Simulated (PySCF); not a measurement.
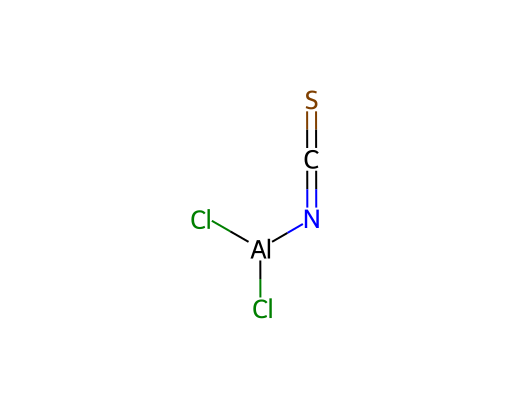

2D structure.

Transcribe the drawing into SMILES.

S=C=[N][Al]([Cl])[Cl]

What is the molecular formula?

CAlCl2NS.

The parts below concern this one geometry. Atoms keep their numbers from picture to picture. Computed geometry: PBE0-D3(BJ)/def2-SVP optimisation. No frequency run is at hand to confirm it as a minimum.

## Shape

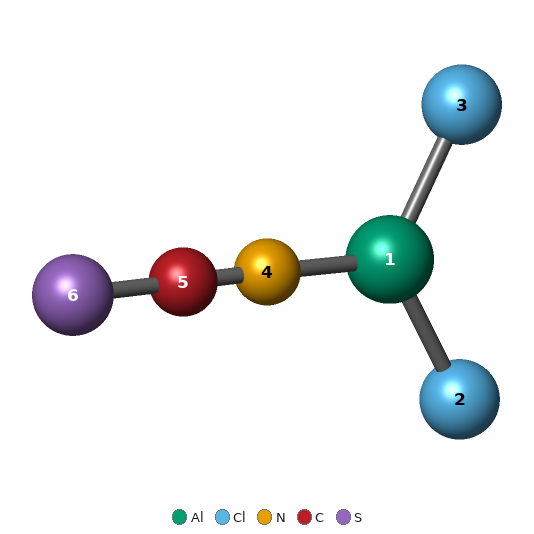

Atoms carry their numbers in the input. No frequency run is at hand to confirm it as a minimum.

Which atoms are bonded, and how long are the bonds?

```csv
bond,length (Å)
Al1–Cl2,2.076
Al1–Cl3,2.075
Al1–N4,1.764
N4–C5,1.200
C5–S6,1.570
```

## Excitation

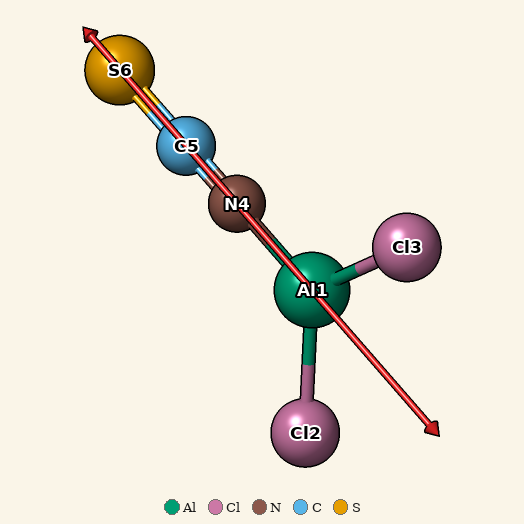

The double arrow shows the direction of the transition dipole to excited singlet state 6 (its length means nothing). No frequency run is at hand to confirm it as a minimum. Method: TDDFT ωB97X-D/def2-SVPD, vertical, gas phase, core orbitals frozen in the response (PySCF 2.14.0).

How is the transition polarised?

In the molecular plane, nearly parallel to the C5–S6 bond.

Where does the transition lie, and how strong is it?

6.81 eV (182 nm), oscillator strength 1.03, of mixed character, with the largest part HOMO → LUMO+2 (weight 0.45); transition dipole 6.30 D.

## Charges

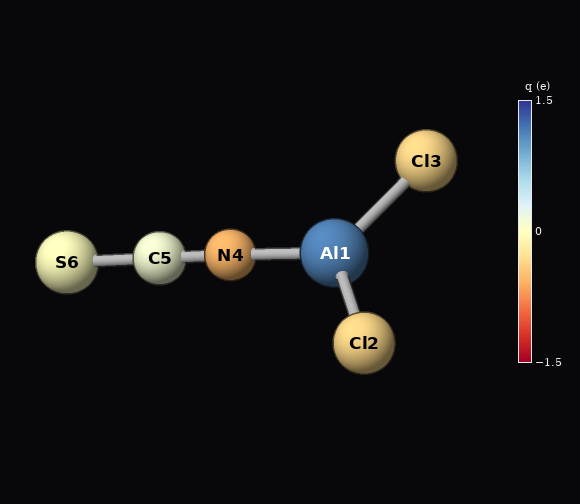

Atoms are coloured by their IAO charges. No frequency run is at hand to confirm it as a minimum. Level of theory: PBE0/pcSseg-1 (pcSseg-2 on Al), gas phase (PySCF 2.14.0).

Give the IAO charges atom by atom.

| atom | value (e) |
| --- | --- |
| Al1 | 1.10 |
| Cl2 | −0.33 |
| Cl3 | −0.33 |
| N4 | −0.53 |
| C5 | 0.10 |
| S6 | −0.01 |

## Core levels

No frequency run is at hand to confirm it as a minimum. Level of theory: delta-SCF UKS SCAN, pcX-2 on the ionised atom (unc-x2c-TZVPall on a metal), pcseg-1 elsewhere, spin-free X2C (PySCF 2.14.0).

Give the core-electron binding energies (to vacuum; p and d levels without spin–orbit splitting) of Al1 1s, Al1 2p, Cl2 1s, Cl2 2p, N4 1s, C5 1s, S6 1s, S6 2p.

| atom | level | binding energy (eV) |
| --- | --- | --- |
| Al1 | 1s | 1569.3 |
| Al1 | 2p | 82.7 |
| Cl2 | 1s | 2829.0 |
| Cl2 | 2p | 207.0 |
| N4 | 1s | 405.3 |
| C5 | 1s | 293.7 |
| S6 | 1s | 2477.6 |
| S6 | 2p | 170.2 |
